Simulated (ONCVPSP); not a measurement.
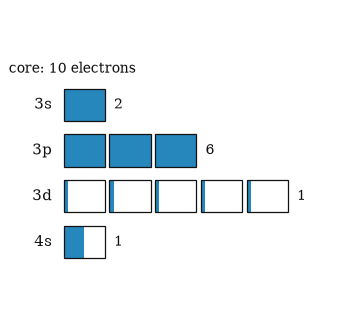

The valence shells of the reference configuration: a box for each of the 2l + 1 orbitals, shaded by the share of the shell that is filled, with the electron count at the right. The shells are those of the unaltered input.

**Pseudopotential generation for Ca**

System: calcium (Ca, Z = 20), core [Ne], reference valence 3s2 3p6 3d1 4s1, valence charge 10. (This line and the method describe the unaltered input from which the odd one was made.)
Method: ONCV potential, PBE, fully relativistic, made with ONCVPSP 4.0.1.

## Input file
```
# ATOM AND REFERENCE CONFIGURATION
# atsym  z   nc   nv     iexc    psfile
  Ca 20.00    3    4        4      upf
#
#   n    l    f
    1    0    2.00
    2    0    2.00
    2    1    6.00
    3    0    2.00
    3    1    6.00
    3    2    1.00
    4    0    1.00
#
# PSEUDOPOTENTIAL AND OPTIMIZATION
# lmax
    2
#
#   l,   rc,      ep,       ncon, nbas, qcut
    0    1.65    0.00    4    8    7.00
    1    1.10    0.00    3    7    7.90
    2    3.35    0.00    4    9    4.70
#
# LOCAL POTENTIAL
# lloc, lpopt,  rc(5),   dvloc0
    4    3    0.90    6.00
#
# VANDERBILT-KLEINMAN-BYLANDER PROJECTORs
# l, nproj, debl
    0    3    1.20
    1    2    2.70
    2    3    3.30
#
# MODEL CORE CHARGE
# icmod, fcfact, rcfact
    3   30.00    1.30
#
# LOG DERIVATIVE ANALYSIS
# epsh1, epsh2, depsh
   -3.00    5.00    0.02
#
# OUTPUT GRID
# rlmax, drl
    6.00    0.01
#
# TEST CONFIGURATIONS
# ncnf
    4
# nvcnf
#   n    l    f
    4
    3    0    2.00
    3    1    6.00
    3    2    0.00
    4    0    2.00
#
    4
    3    0    2.00
    3    1    6.00
    3    2    0.00
    4    0    1.00
#
    4
    3    0    2.00
    3    1    6.00
    3    2    0.00
    4    0    0.00
#
    4
    3    0    2.00
    3    1    6.00
    3    2    0.50
    4    0    1.50
#
```

Launched with:
```bash
oncvpspr.x < Ca.dat > Ca.out
```

## The program's output (extracts)
```
ONCVPSP  (Optimized Norm-Conservinng Vanderbilt PSeudopotential)
relativistic version 4.0.1

#   n    l    f        energy (Ha)
    1    0    2.00    -1.4504156D+02
    2    0    2.00    -1.5130442D+01
    2    1    6.00    -1.2160585D+01    -1.2296179D+01
    3    0    2.00    -1.6464587D+00
    3    1    6.00    -9.4618821D-01    -9.5994722D-01
    3    2    1.00    -2.7898572D-02    -2.8297514D-02
    4    0    1.00    -1.2185580D-01

Reference configufation results
  iterations    43
  all-electron total energy (Ha)   -6.80245892D+02

Begin loop to  construct optimized pseudo wave functions
and semi-local pseudopoentials for all angular momenta

   Wellstate for l =  0  n =  5 kap= -1
     eigenvalue =   1.0781
     asymptotic potential =   1.5781
     half-point radius =  4.0963

Calculating optimized projector #   1

 for l=   0

    Fraction of norm inside rc  0.870601
    Optimizing pswf for qcut=   6.99 a_B^-1,  ecut=  24.46 Ha
    Residual kinetic energy error=  6.40D-06 Ha

    Energy error per electron        Cutoff
         Ha          eV             Ha
         0.01000     0.27211       12.56
         0.00100     0.02721       17.26
         0.00010     0.00272       20.75
         0.00001     0.00027       23.86

Calculating optimized projector #   2

 for l=   0

    Fraction of norm inside rc  0.029637
    Optimizing pswf for qcut=   6.99 a_B^-1,  ecut=  24.46 Ha
    Residual kinetic energy error=  1.78D-06 Ha

    Energy error per electron        Cutoff
         Ha          eV             Ha
         0.01000     0.27211        3.33
         0.00100     0.02721       13.57
         0.00010     0.00272       18.40
         0.00001     0.00027       22.08

Calculating optimized projector #   3

 for l=   0

    Fraction of norm inside rc  0.071492
    Optimizing pswf for qcut=   6.99 a_B^-1,  ecut=  24.46 Ha
    Residual kinetic energy error=  1.41D-05 Ha

    Energy error per electron        Cutoff
         Ha          eV             Ha
         0.01000     0.27211       11.13
         0.00100     0.02721       17.34
         0.00010     0.00272       21.58
         0.00001     0.00027       25.65

   Wellstate for l =  1  n =  5 kap= -2
     eigenvalue =   1.7538
     asymptotic potential =   2.2538
     half-point radius =  3.5292

Calculating optimized projector #   1

 for l=   1

    Fraction of norm inside rc  0.404018
    Optimizing pswf for qcut=   7.89 a_B^-1,  ecut=  31.12 Ha
    Residual kinetic energy error=  1.40D-04 Ha

    Energy error per electron        Cutoff
         Ha          eV             Ha
         0.01000     0.27211       10.16
         0.00100     0.02721       22.11
         0.00010     0.00272       34.20
         0.00001     0.00027      130.80

Calculating optimized projector #   2

 for l=   1

    Fraction of norm inside rc  0.062180
    Optimizing pswf for qcut=   7.89 a_B^-1,  ecut=  31.12 Ha
    Residual kinetic energy error=  7.38D-05 Ha

    Energy error per electron        Cutoff
         Ha          eV             Ha
         0.01000     0.27211       10.00
         0.00100     0.02721       14.04
         0.00010     0.00272       29.70
         0.00001     0.00027      130.22

   Wellstate for l =  1  n =  5 kap=  1
     eigenvalue =   1.7401

Calculating optimized projector #   1

 for l=   1

    Fraction of norm inside rc  0.410147
    Optimizing pswf for qcut=   7.89 a_B^-1,  ecut=  31.12 Ha
    Residual kinetic energy error=  1.42D-04 Ha

    Energy error per electron        Cutoff
         Ha          eV             Ha
         0.01000     0.27211       10.31
         0.00100     0.02721       21.88
         0.00010     0.00272       34.42
         0.00001     0.00027      131.56

Calculating optimized projector #   2

 for l=   1

    Fraction of norm inside rc  0.062157
    Optimizing pswf for qcut=   7.89 a_B^-1,  ecut=  31.12 Ha
    Residual kinetic energy error=  7.29D-05 Ha

    Energy error per electron        Cutoff
         Ha          eV             Ha
         0.01000     0.27211       10.12
         0.00100     0.02721       14.10
         0.00010     0.00272       29.64
         0.00001     0.00027      123.11

   Wellstate for l =  2  n =  7 kap= -3
     eigenvalue =   3.2721
     asymptotic potential =   3.7721
     half-point radius =  5.2191

   Wellstate for l =  2  n = 10 kap= -3
     eigenvalue =   6.5721
     asymptotic potential =   7.0721
     half-point radius =  5.7370

Calculating optimized projector #   1

 for l=   2

    Fraction of norm inside rc  0.599868
    Optimizing pswf for qcut=   4.70 a_B^-1,  ecut=  11.04 Ha
    Residual kinetic energy error=  8.59D-05 Ha

    Energy error per electron        Cutoff
         Ha          eV             Ha
         0.01000     0.27211        6.14
         0.00100     0.02721        7.87
         0.00010     0.00272       10.11

Calculating optimized projector #   2

 for l=   2

    Fraction of norm inside rc  0.272261
    Optimizing pswf for qcut=   4.70 a_B^-1,  ecut=  11.04 Ha
    Residual kinetic energy error=  5.75D-04 Ha

    Energy error per electron        Cutoff
         Ha          eV             Ha
         0.01000     0.27211        9.18
         0.00100     0.02721       11.34
         0.00010     0.00272       30.37
         0.00001     0.00027       41.19

Calculating optimized projector #   3

 for l=   2

    Fraction of norm inside rc  0.152121
    Optimizing pswf for qcut=   4.70 a_B^-1,  ecut=  11.04 Ha
    Residual kinetic energy error=  1.29D-02 Ha

    Energy error per electron        Cutoff
         Ha          eV             Ha
         0.01000     0.27211       13.38
         0.00100     0.02721       40.67
         0.00010     0.00272       48.45
         0.00001     0.00027       70.29

   Wellstate for l =  2  n =  7 kap=  2
     eigenvalue =   3.2717

   Wellstate for l =  2  n = 10 kap=  2
     eigenvalue =   6.5715

Calculating optimized projector #   1

 for l=   2

    Fraction of norm inside rc  0.603699
    Optimizing pswf for qcut=   4.70 a_B^-1,  ecut=  11.04 Ha
    Residual kinetic energy error=  8.65D-05 Ha

    Energy error per electron        Cutoff
         Ha          eV             Ha
         0.01000     0.27211        6.18
         0.00100     0.02721        7.94
         0.00010     0.00272       10.21

Calculating optimized projector #   2

 for l=   2

    Fraction of norm inside rc  0.272418
    Optimizing pswf for qcut=   4.70 a_B^-1,  ecut=  11.04 Ha
    Residual kinetic energy error=  5.77D-04 Ha

    Energy error per electron        Cutoff
         Ha          eV             Ha
         0.01000     0.27211        9.18
         0.00100     0.02721       11.34
         0.00010     0.00272       30.39
         0.00001     0.00027       41.20

Calculating optimized projector #   3

 for l=   2

    Fraction of norm inside rc  0.152205
    Optimizing pswf for qcut=   4.70 a_B^-1,  ecut=  11.04 Ha
    Residual kinetic energy error=  1.29D-02 Ha

    Energy error per electron        Cutoff
         Ha          eV             Ha
         0.01000     0.27211       13.29
         0.00100     0.02721       40.66
         0.00010     0.00272       48.39
         0.00001     0.00027       70.16

Construct Vanderbilt / Kleinmman-Bylander projectors

B matrix Hermiticity error, ll=  0  kap= -1
   1   2    6.8147D-05
   1   3   -1.9211D-04
   2   3    2.3522D-05

  Orthonormal projector coefficients  1.0253E+01  3.2611E+00  5.8632E-01

B matrix Hermiticity error, ll=  1  kap= -2
   1   2   -2.0144D-04

  Orthonormal projector coefficients  2.4954E+00  8.0398E-01

B matrix Hermiticity error, ll=  1  kap=  1
   1   2   -2.0383D-04

  Orthonormal projector coefficients  2.4207E+00  8.1478E-01

B matrix Hermiticity error, ll=  2  kap= -3
   1   2   -6.6664D-05
   1   3    3.9649D-05
   2   3    4.2031D-05

  Orthonormal projector coefficients  3.2995E+00  1.7327E+00 -7.0921E-01

B matrix Hermiticity error, ll=  2  kap=  2
   1   2   -6.7058D-05
   1   3    4.0035D-05
   2   3    4.2070D-05

  Orthonormal projector coefficients  3.2917E+00  1.7314E+00 -7.1593E-01

 Orthonormal scalar projector coefficients, l =  1
  2.4700E+00  8.0735E-01  5.8794E-04  5.6790E-05

 Orthonormal spin-orbit projector coefficients, l =  1
  7.1120E-02 -4.3643E-02  1.9502E-02 -4.4000E-03

 Orthonormal scalar projector coefficients, l =  2
  3.2963E+00  1.7322E+00 -7.1188E-01 -1.7036E-05  5.2775E-06  3.8828E-08

 Orthonormal spin-orbit projector coefficients, l =  2
  5.0727E-03  4.5154E-03 -2.9450E-03 -1.2954E-03  1.0116E-03 -4.7561E-05

Model core correction analysis
  based on d2Exc/dn_idn_j

d2excae - all-electron derivatives

   -3.025885D-02   -2.703889D-02   -9.374443D-03   -1.598883D-03
   -2.703910D-02   -2.537009D-02   -1.007722D-02   -2.192981D-03
   -9.374546D-03   -1.007727D-02   -1.368261D-02   -1.601529D-02
   -1.598438D-03   -2.192072D-03   -1.600923D-02   -2.847702D-02

d2excps - pseudofunction derivatives with no core correction

   -4.291876D-02   -3.696358D-02   -9.460758D-03   -2.339530D-03
   -3.696458D-02   -3.486702D-02   -1.182852D-02   -2.838767D-03
   -9.460554D-03   -1.182854D-02   -1.943962D-02   -1.871625D-02
   -2.338729D-03   -2.837073D-03   -1.870561D-02   -3.268646D-02

rms 2nd derivative error    5.706280E-03

rmatch, rhocmatch    0.6256    9.0366

Teter function model core charge with specified parameters

d2excps - pseudofunction derivatives with core correction

   -3.370197D-02   -3.221780D-02   -9.534454D-03   -1.674712D-03
   -3.221785D-02   -3.181733D-02   -1.193232D-02   -2.481023D-03
   -9.534244D-03   -1.193234D-02   -1.948405D-02   -1.870982D-02
   -1.673751D-03   -2.479289D-03   -1.869918D-02   -3.264101D-02

rms 2nd derivative error    3.350979E-03

Pseudoatom total energy  -36.733674

Diagnostic tests using Vanderbilt-Kleinman-Bylander pseudopotentials
  relativistic with J = L +/- 1/2 projectors

   l  kap   rcore       rmatch      e in        delta e    norm test   slope test

   0  -1   1.6587931   1.7091577  -1.6464587  -0.0000013   1.0000851   1.0000876
   0  -1   1.6587931   1.7091577  -0.1218558   0.0000015   1.0000324   1.0000283
   0  -1   1.6587931   1.7091577   1.0781442   0.0000267   1.0002063   1.0002063

   1  -2   1.1044080   1.1379402  -0.9461882   0.0000147   1.0000764   1.0004213
   1   1   1.1044080   1.1379402  -0.9599472   0.0000607   1.0000840   1.0002671
   1  -2   1.1044080   1.1379402   1.7538118   0.0001475   1.0002953   1.0002953
   1   1   1.1044080   1.1379402   1.7506544   0.0001413   1.0002987   1.0002987

   2  -3   3.3601135   3.4621338  -0.0278986   0.0000001   0.9999989   0.9999874
   2   2   3.3601135   3.4621338  -0.0282975   0.0000004   0.9999984   0.9999703
run_diag_r: lschvkbbe ERROR   2   2  -3  60  3.27210143E+00  3.64931157E+00
   2  -3   3.3601135   3.4621338   3.2721014   0.3772101   2.3450884   1.0203176
run_diag_r: lschvkbbe ERROR   2   2   2  60  3.27154878E+00  3.64870366E+00
   2   2   3.3601135   3.4621338   3.2715488   0.3771549   2.3096715   1.0212220
run_diag_r: lschvkbbe ERROR   3   2  -3  60  6.57210143E+00  7.27931157E+00
   2  -3   3.3601135   3.4621338   6.5721014   0.7072101   0.4667157   1.7397915
run_diag_r: lschvkbbe ERROR   3   2   2  60  6.57163125E+00  7.27879437E+00
   2   2   3.3601135   3.4621338   6.5716312   0.7071631   0.4638492   1.7233489

Diagnostic tests using Vanderbilt-Kleinman-Bylander pseudopotentials
  relativistic with scalar and spin-orbit non-local projectors

   l  kap   rcore       rmatch      e in        delta e    norm test   slope test

   0  -1   1.6587931   1.7091577  -1.6464587  -0.0000013   1.0000851   1.0000876
   0  -1   1.6587931   1.7091577  -0.1218558   0.0000015   1.0000324   1.0000283
   0  -1   1.6587931   1.7091577   1.0781442   0.0000267   1.0002063   1.0002063

   1  -2   1.1044080   1.1379402  -0.9461882  -0.0000094   1.0000705   1.0002754
   1   1   1.1044080   1.1379402  -0.9599472   0.0000362   1.0000782   1.0001318
   1  -2   1.1044080   1.1379402   1.7538118   0.0001097   1.0002914   1.0002914
   1   1   1.1044080   1.1379402   1.7506544   0.0001040   1.0002948   1.0002948

   2  -3   3.3601135   3.4621338  -0.0278986  -0.0000015   0.9999964   0.9999288
   2   2   3.3601135   3.4621338  -0.0282975  -0.0000012   0.9999961   0.9999126
run_diag_r: lschvkbbe ERROR   2   2  -3  60  3.27210143E+00  3.64931157E+00
   2  -3   3.3601135   3.4621338   3.2721014   0.3772101   2.3451143   1.0203169
run_diag_r: lschvkbbe ERROR   2   2   2  60  3.27154878E+00  3.64870366E+00
   2   2   3.3601135   3.4621338   3.2715488   0.3771549   2.3096968   1.0212213
run_diag_r: lschvkbbe ERROR   3   2  -3  60  6.57210143E+00  7.27931157E+00
   2  -3   3.3601135   3.4621338   6.5721014   0.7072101   0.4667181   1.7397917
run_diag_r: lschvkbbe ERROR   3   2   2  60  6.57163125E+00  7.27879437E+00
   2   2   3.3601135   3.4621338   6.5716312   0.7071631   0.4638516   1.7233488

Ghost test for J = L + 1/2

 Testing for bound ghosts
   n   l    E NL Schr. Eq   E Basis Diag.   E Cutoff

   1   0       -1.646460       -1.646443    127.04
   2   0       -0.121854        0.019611    127.04

   2   1       -0.946173       -0.932861    181.22

   3   2       -0.027898       -0.025242     49.03

 Testing for highly-localized positive-energy ghosts
       l    <radius>/rc     E Basis Diag.   E Cutoff

       2        0.914875        6.955156     49.03  WARNING - GHOST(+)

Ghost test for J = L - 1/2

 Testing for bound ghosts
   n   l    E NL Schr. Eq   E Basis Diag.   E Cutoff

   1   0       -1.646460       -1.646443    127.04
   2   0       -0.121854        0.019611    127.04

   2   1       -0.959887       -0.947128    181.22

   3   2       -0.028297       -0.025695     49.03

 Testing for highly-localized positive-energy ghosts
       l    <radius>/rc     E Basis Diag.   E Cutoff

       2        0.913063        6.953927     49.03  WARNING - GHOST(+)

Test configuration 0

   n   l kap    f        eae           eps        diff
   1   0  -1  2.0000 -145.04156349
   2   0  -1  2.0000  -15.13044204
   2   1  -2  4.0000  -12.16058533
   2   1   1  2.0000  -12.29617866
   3   0  -1  2.0000   -1.64645870   -1.64646004   -1.34E-06
   3   1  -2  4.0000   -0.94618821   -0.94617347    1.47E-05
   3   1   1  2.0000   -0.95994722   -0.95988654    6.07E-05
   3   2  -3  0.6000   -0.02789857   -0.02789850    7.58E-08
   3   2   2  0.4000   -0.02829751   -0.02829710    4.16E-07
   4   0  -1  1.0000   -0.12185580   -0.12185427    1.53E-06

    Total energies and differences
      AE_ref= -6.80245892E+02  AE_tst= -6.80245892E+02  dif=  0.00E+00
      PS_ref= -3.67336739E+01  PS_tst= -3.67336739E+01  dif= -2.84E-14
      PSP excitation error=  2.84E-14

Test configuration 1

   n   l kap    f        eae           eps        diff
   1   0  -1  2.0000 -145.11737075
   2   0  -1  2.0000  -15.22503503
   2   1  -2  4.0000  -12.25346774
   2   1   1  2.0000  -12.38895909
   3   0  -1  2.0000   -1.73038703   -1.71163711    1.87E-02
   3   1  -2  4.0000   -1.02445930   -1.00867584    1.58E-02
   3   1   1  2.0000   -1.03855841   -1.02255941    1.60E-02
   3   2  -3  0.0000   -0.07133364   -0.07133364    0.00E+00
   3   2   2  0.0000   -0.07195417   -0.07195417    0.00E+00
   4   0  -1  2.0000   -0.13840621   -0.13802160    3.85E-04

    Total energies and differences
      AE_ref= -6.80245892E+02  AE_tst= -6.80329684E+02  dif= -8.38E-02
      PS_ref= -3.67336739E+01  PS_tst= -3.68211650E+01  dif= -8.75E-02
      PSP excitation error=  3.70E-03

Test configuration 2

   n   l kap    f        eae           eps        diff
   1   0  -1  2.0000 -145.37612956
   2   0  -1  2.0000  -15.48250154
   2   1  -2  4.0000  -12.51103777
   2   1   1  2.0000  -12.64653905
   3   0  -1  2.0000   -1.98399932   -1.96448427    1.95E-02
   3   1  -2  4.0000   -1.27703016   -1.26030540    1.67E-02
   3   1   1  2.0000   -1.29119507   -1.27425859    1.69E-02
   3   2  -3  0.0000   -0.30614828   -0.30614828    0.00E+00
   3   2   2  0.0000   -0.30690315   -0.30690315    0.00E+00
   4   0  -1  1.0000   -0.32946388   -0.32842524    1.04E-03

    Total energies and differences
      AE_ref= -6.80245892E+02  AE_tst= -6.80097820E+02  dif=  1.48E-01
      PS_ref= -3.67336739E+01  PS_tst= -3.65899965E+01  dif=  1.44E-01
      PSP excitation error=  4.39E-03

Test configuration 3

psatom_r: WARNING lschvkbb convergence error n,l,kap,iter=   3   2  -3


ea(ii),et,emin,emax -2.789850E-02 -3.068835E-02 -3.068835E-02 -3.068835E-02

psatom_r: WARNING lschvkbb convergence error n,l,kap,iter=   1   0  -1


ea(ii),et,emin,emax -1.653093E+00 -1.487784E+00 -1.487784E+00 -1.487784E+00

psatom_r: WARNING lschvkbb convergence error n,l,kap,iter=   2   1  -2


ea(ii),et,emin,emax -9.526883E-01 -8.574195E-01 -8.574195E-01 -8.574195E-01

psatom_r: WARNING lschvkbb convergence error n,l,kap,iter=   3   2  -3


ea(ii),et,emin,emax -2.789850E-02 -2.510865E-02 -2.510865E-02 -2.510865E-02

psatom_r: WARNING lschvkbb convergence error n,l,kap,iter=   2   0  -1


ea(ii),et,emin,emax -1.258929E-01 -1.133036E-01 -1.133036E-01 -1.133036E-01
run_config_r: WARNING for fully non-local PS atom,
 WARNING no output for configuration 4

Test configuration 4

   n   l kap    f        eae           eps        diff
   1   0  -1  2.0000 -145.06632035
   2   0  -1  2.0000  -15.16277547
   2   1  -2  4.0000  -12.19222527
   2   1   1  2.0000  -12.32777652
   3   0  -1  2.0000   -1.67547201   -1.67185351    3.62E-03
   3   1  -2  4.0000   -0.97302037   -0.97043306    2.59E-03
   3   1   1  2.0000   -0.98690867   -0.98421839    2.69E-03
   3   2  -3  0.3000   -0.04045105   -0.03874379    1.71E-03
   3   2   2  0.2000   -0.04094280   -0.03922817    1.71E-03
   4   0  -1  1.5000   -0.12632792   -0.12718605   -8.58E-04

    Total energies and differences
      AE_ref= -6.80245892E+02  AE_tst= -6.80290997E+02  dif= -4.51E-02
      PS_ref= -3.67336739E+01  PS_tst= -3.67793584E+01  dif= -4.57E-02
      PSP excitation error=  5.79E-04
```

## Outcome

- outcome: generated
- ghost flags of the generator: 0 GHOST(-), 2 GHOST(+)
- largest excitation error printed: 120 meV
- hardware: 1 CPU thread, shared host
- wall time: 12 s

## What is odd here

This input holds a deliberate oddity: model core set to icmod 3, fcfact 30.00, rcfact 1.30. The program ran to the end. The all-electron atom is untouched: its total energy equals that from the unaltered input (−680.2459 Ha). The pseudo-atom's total energy moves by −0.23 Ha, so the potential, or the configuration in which it is tested, is another one. Warnings of the program, in the generation or the tests: psatom_r: WARNING lschvkbb convergence error n,l,kap,iter= 1 0 -1; psatom_r: WARNING lschvkbb convergence error n,l,kap,iter= 2 0 -1; psatom_r: WARNING lschvkbb convergence error n,l,kap,iter= 2 1 -2.
